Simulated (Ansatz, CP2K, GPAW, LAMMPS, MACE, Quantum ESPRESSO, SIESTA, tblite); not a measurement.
**Other levels on La2O3 with crystalline order left by the classical run (95 atoms)**

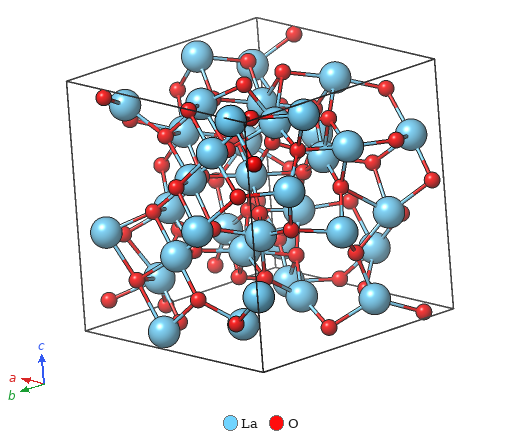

The cell (lanthanum blue, oxygen red). Some periodic images of atoms are drawn too.

Density of this cell: 5.71 g/cm³. The cell holds 95 atoms: 38 La and 57 O. Its edges and angles: a = 12.168 Å, b = 12.168 Å, c = 12.168 Å, α = 90.0°, β = 90.0°, γ = 90.0°. 95 atoms (38 Nd, 57 O) placed at random at 6.31 g/cm³, melted at 5000 K for 10 ps at fixed volume with the Morse and Coulomb pair potential with partial charges (Pedone, Malavasi, Menziani, Cormack and Segre, J. Phys. Chem. B 110, 11780 (2006)). Quenched from 5000 K to 300 K at 20 K/ps and fixed volume, held 5 ps, then minimised at fixed cell. Then Nd was replaced by La and the cell scaled by 1.023 (the potential has no terms for the new elements, so the cell is a start for a DFT relaxation).

Geometry: as built.

The reference, a calculation:

```
method                                           : Kohn-Sham DFT, PBE, SSSP efficiency 1.3.0 pseudopotentials, plane waves (Quantum ESPRESSO 7.5); sssp-pbe-1.3.0-efficiency, cutoffs 60/480 Ry, Γ point
r.m.s. force component                           : 0.2639 eV/Å
longest force                                    : 0.8606 eV/Å
pressure                                         : 0.359 GPa
gap (highest filled to lowest empty level) : 3.122 eV
time                                             : 21 min on 4 MPI ranks of Arm Neoverse V2, shared host
CPU time                                         : 83 min
```

Runs, in no order:
A. MACE MPA-0 medium potential: machine-learned interatomic potential MACE MPA-0 medium, trained on PBE(+U) plane-wave data
B. CP2K PBE, DZVP-MOLOPT-SR, 600/50 Ry, OT DIIS: Kohn-Sham DFT, PBE, GTH-PBE pseudopotentials, Gaussian and plane waves, DZVP-MOLOPT-SR-GTH, orbital transformation
C. tblite IPEA1-xTB: IPEA1-xTB tight binding, diagonalisation
D. SIESTA PBE, DZP, shift 0.01 Ry, mesh 500 Ry: Kohn-Sham DFT, PBE, PseudoDojo 0.4.1 norm-conserving pseudopotentials (converted to PSML), numerical atomic orbitals (DZP), diagonalisation

Q: Order them from the smallest to the largest r.m.s. force difference.

B, A, D, C.

```
                                            run  Δ force, r.m.s. (meV/Å)  share of r.m.s. force (%)  CPU time
B. CP2K PBE, DZVP-MOLOPT-SR, 600/50 Ry, OT DIIS                     46.0                       17.4    57 min
                 A. MACE MPA-0 medium potential                     78.3                       29.7     7.3 s
 D. SIESTA PBE, DZP, shift 0.01 Ry, mesh 500 Ry                      128                       48.4    12 min
                            C. tblite IPEA1-xTB                      435                        165      20 s
```

Periodic xTB results under one method name differ between programs and library versions. Machine-learned potentials mimic data converged in k, so the reference's own k-point error enters their differences. The network of bonds at the start is that of the classical potential that made the cell, and needn't be the one that DFT or experiment would give. The electronic-structure runs sample only Γ, in a cell whose shortest periodic width is 12 Å.

[Logs are printed without paths, hosts, clocks, repeated set-up lines and the standing remarks that a program may print on its own settings, such as how far it seeks lower states.]

[Hosts, paths, dates, database ids (printed as entryN), source tags and the programs' standing remarks are cut or masked in the printed files.]
